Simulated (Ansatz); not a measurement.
The compound is CdC₂ (space group Immm, No. 71), taken as the end point of a relaxation (final pressure about 6 GPa) with DFT PBE, scalar-relativistic, plane waves, PAW in Ansatz 0.2.0; the starting structure was generated, so it need not be a known form of this composition.

```
Cd C
1.0
     3.39879    0.00000    0.00000
     0.00000    4.61001    0.00000
     0.00000    0.00000    5.05328
Cd C
2 4
Direct
  0.00000 0.00000 0.00000
  0.50000 0.50000 0.50000
  0.00000 0.86358 0.50000
  0.00000 0.13642 0.50000
  0.50000 0.36358 0.00000
  0.50000 0.63642 0.00000
```

Bonds are taken as C–C below 1.4 Å and C–Cd below 2.9 Å. The graph is simplified in the usual way: terminal and isolated atoms are pruned, two-connected atoms become edges.

What net does this leave?

The result is a binodal (5,8)-connected, three-periodic net: C is a 5-connected node; Cd is an 8-connected node, in the ratio 2:1. It is a single net, without interpenetration.

```csv
node,links,point symbol,coordination sequence
C,5,3²·4⁶·5²,5 23 34 85
Cd,8,3²·4¹⁰·5⁸·6⁴·7⁴,8 16 50 60
```

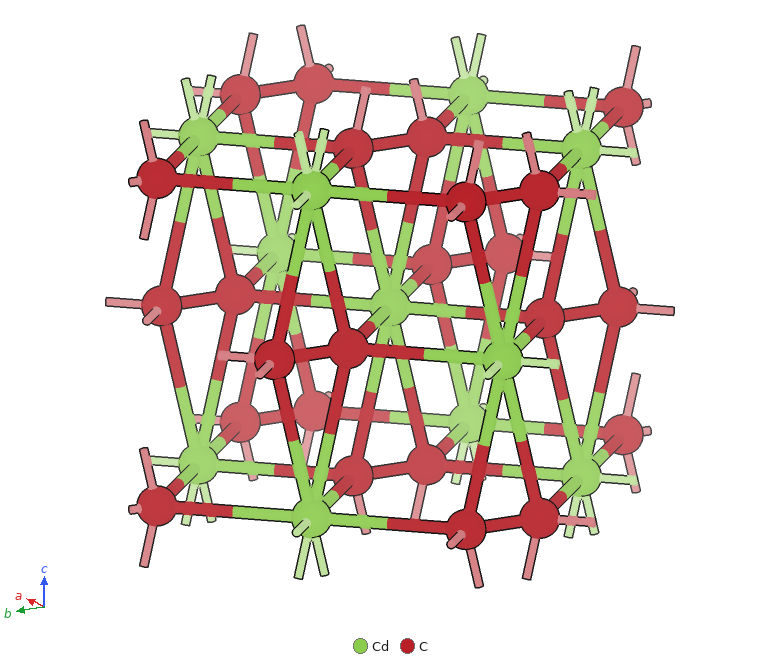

Nodes are coloured by element. Short stubs are edges that leave the cut-out.
